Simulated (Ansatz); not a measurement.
## Electronic structure of Cu₂F₂ (charge +1, doublet) in real space

```xyz
4

Cu   -0.7159    1.1864   -0.4562
Cu    0.7160   -1.1854    0.4562
F    -0.2326    0.3153    1.1858
F     0.2325   -0.3162   -1.1857
```

Geometry: B3LYP-D4/def2-SVP.

The calculation used UKS PBE0-D4/def2-TZVP in Ansatz 0.2.0.

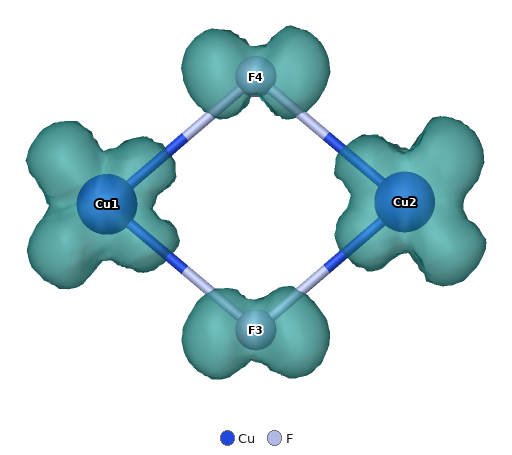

Figure 1. Isosurfaces of the spin density at +0.04 (teal) and −0.04 e/Å³ (pink), seen across its widest extent.

Where is the unpaired spin?

Answer. The unpaired spin (1 electron) lies mostly on Cu1 (about 0.4), Cu2 (about 0.4), F3 (about 0.1) and F4 (about 0.1), in electrons by Hirshfeld's partition. Only one sign reaches the isovalue.

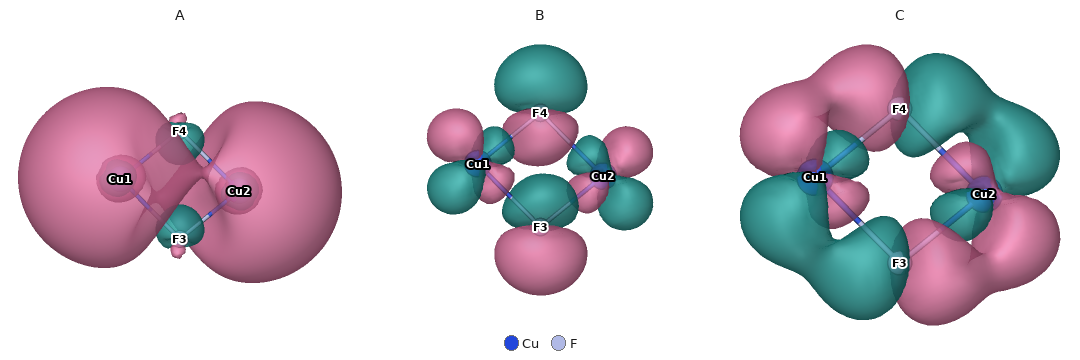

Figure 2. Three frontier orbitals at ±0.06 Å⁻³ᐟ² (teal and pink are the two phases), in no order.

Order the three orbitals by energy and name them. All are α orbitals.

Answer. C is the HOMO−1 (α) (−14.99 eV). Its weight (Hirshfeld) is mainly on Cu1 (about 30 %), Cu2 (about 30 %), F3 (about 20 %) and F4 (about 20 %); it is symmetric in the molecular plane (an in-plane orbital: σ, lone-pair or in-plane π type); it is gerade (even under inversion). B is the HOMO (α) (−14.58 eV). It lies mainly on F4 (about 30 %), F3 (about 30 %), Cu2 (about 20 %) and Cu1 (about 20 %); it is symmetric in the molecular plane (an in-plane orbital: σ, lone-pair or in-plane π type); it is ungerade (odd under inversion). A is the LUMO (α) (−8.10 eV). Its weight (Hirshfeld) is mainly on Cu1 (about 45 %) and Cu2 (about 45 %); it is gerade (even under inversion).

What is the gap between the highest occupied and lowest empty α orbitals?

Answer. 6.48 eV between the orbital energies.

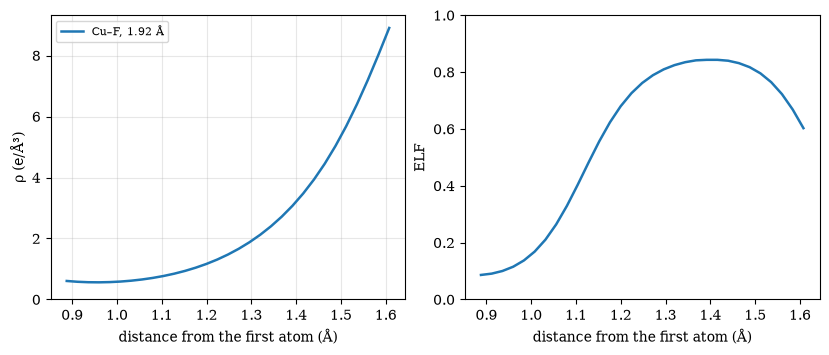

Figure 3. Total electron density and electron localisation function along straight lines between neighbouring atoms. The curves leave out the atomic cores.

What can be read from the curves?

Answer. Cu–F (1.92 Å): ρ at the midpoint is about 0.56 e/Å³; the ELF peaks at about 0.85 in the valence shell of F, 0.5 Å from its nucleus, and is about 0.10 at the midpoint.
